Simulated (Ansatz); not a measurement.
Given this structure, the end point of a relaxation at fixed volume with DFT r2SCAN, scalar-relativistic, plane waves, PAW (Ansatz 0.2.0), written in its standard cell:

```
Ru
1.0
     2.67978    0.00000    0.00000
    -1.33989    2.32076    0.00000
     0.00000    0.00000    4.23650
Ru
2
Direct
  0.33333 0.66667 0.75000
  0.66667 0.33333 0.25000
```

### Predict the [210] zone-axis pattern (80 kV, kinematic, B = 0.5 Å²).

The spots form a rectangular net whose two shortest vectors correspond to d = 2.12 Å and 1.34 Å, 90.0° apart. They are 0 0 2 and 1 -2 0. The pattern has symmetry 2mm. A glide plane extinguishes reflections such as 1 -2 -1, 1 -2 1, 1 -2 -3; a screw axis and a glide plane both extinguish reflections such as 0 0 1, 0 0 3, 0 0 5.

Strongest reflections with d > 0.80 Å, one of each family (|F|² from tabulated Gaussian fits of the electron scattering factors, times a small damping for the curvature of the Ewald sphere):

```
   hkl  d (Å)  I (strongest = 100)
 0 0 2  2.118                  100
1 -2 0  1.340                   37
1 -2 2  1.132                   23
 0 0 4  1.059                   18
1 -2 4  0.831                    8
```

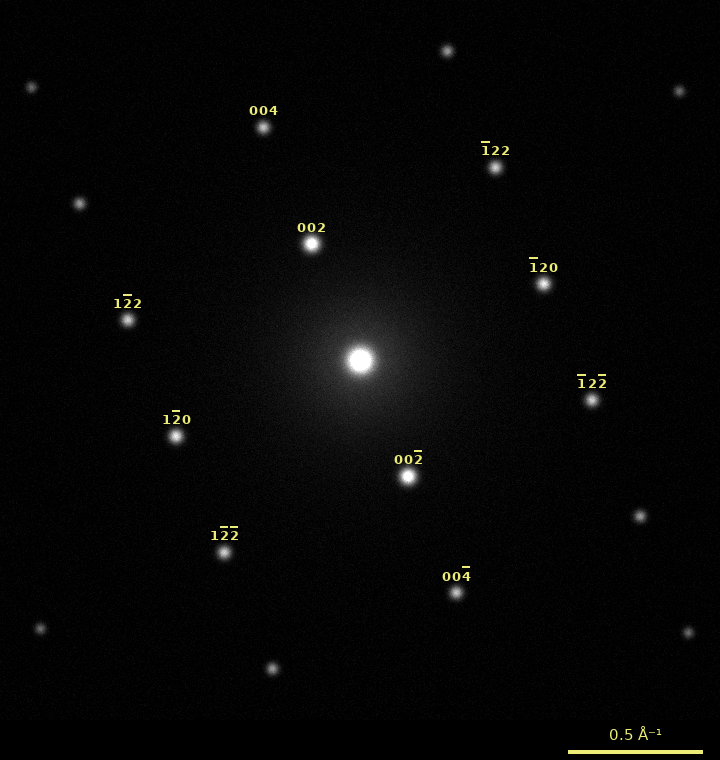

Calculated pattern, seen from the source side with [210] pointing towards the source.
